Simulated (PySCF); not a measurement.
# Cl$_{2}$H$_{7}$NOSi$_{3}$ (SMILES [SiH3]N[Si](Cl)(Cl)O[SiH3]): what the fields show

The calculation's input:

```
{"job": {"kind": "nmr", "xc": "PBE0", "basis": "pcSseg-1"}, "charge": 0, "multiplicity": 1}
Si    -0.068653     1.554179     0.665579
O     -0.664325     0.633365    -0.545233
Si    -1.306738     0.729634    -2.086902
N      0.784690     0.485575     1.672807
Si     0.974976    -1.233370     1.365151
Cl     1.120363     3.037684    -0.122535
Cl    -1.595993     2.511971     1.648136
H     -1.831698    -0.619600    -2.427796
H     -2.406890     1.735652    -2.106797
H     -0.241680     1.125344    -3.050892
H      1.201479     0.852232     2.522566
H     -0.338157    -1.938678     1.309453
H      1.776297    -1.767691     2.505298
H      1.703636    -1.487089     0.087729
```

Run with:

```sh
OMP_NUM_THREADS=1 python cluster_run.py task.json out
```

Geometry: PBE0-D3(BJ)/def2-SVP.

Method: PySCF 2.14.0, PBE0/pcSseg-1, SCF density, gas phase, non-relativistic.

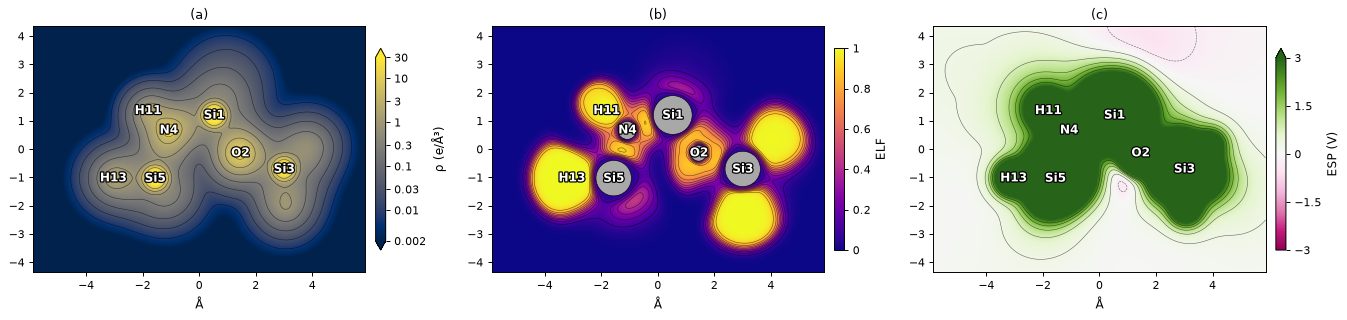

Figure 1. (a) electron density; (b) electron localisation function; (c) electrostatic potential on the plane of atoms Si1, N4 and H11. Grey discs cover the atomic cores in the ELF map.

> Read the bonding off the picture.

The section cuts through Si, O, N and H sites.
Si–O (1.63 Å): ρ is about 1.1 e/Å³ halfway; the ELF peaks at about 0.85 between the atoms; a shared but strongly polarised pair.
Si–N (1.70 Å): ρ is about 1.2 e/Å³ halfway; the ELF peaks at about 0.90 between the atoms: a shared but strongly polarised pair.
N–H (1.02 Å): the density is about 2.7 e/Å³ at the midpoint; the ELF climbs to about 1 towards the hydrogen, as it does in any bond to H; a covalent bond by its length.
Si–N (1.76 Å): ρ is about 0.99 e/Å³ halfway; the ELF peaks at about 0.90 between the atoms; a shared but strongly polarised pair.
Si–H (1.49 Å): ρ at the midpoint is about 0.79 e/Å³; the ELF climbs to about 1 towards the hydrogen.
The ELF also peaks beside O2, away from the bonds: lone-pair regions.
Outside the dense part of the molecule the potential is most negative (−0.5 V) near Cl7, which lies off the plane.

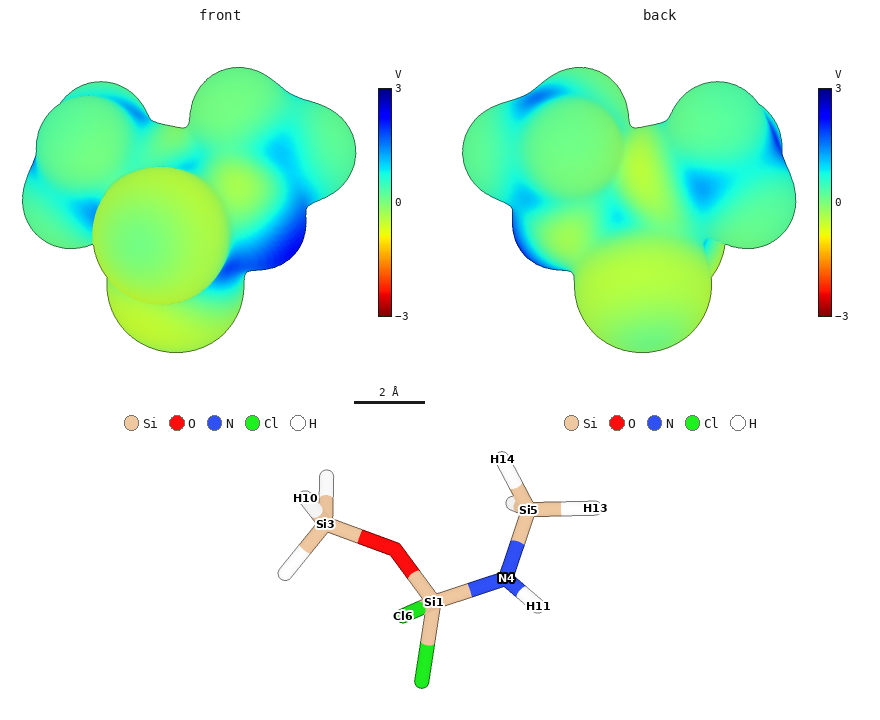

Figure 2. The electrostatic potential painted on the density surface at 0.002 e/bohr³, seen from the front and from behind; red is negative and blue positive. The bare structure is drawn below in the same view.

> Where is the surface potential most negative and most positive?

The most negative region (about −0.5 V) lies over Cl6 and Cl7, the most positive (about +2.1 V) over H11.
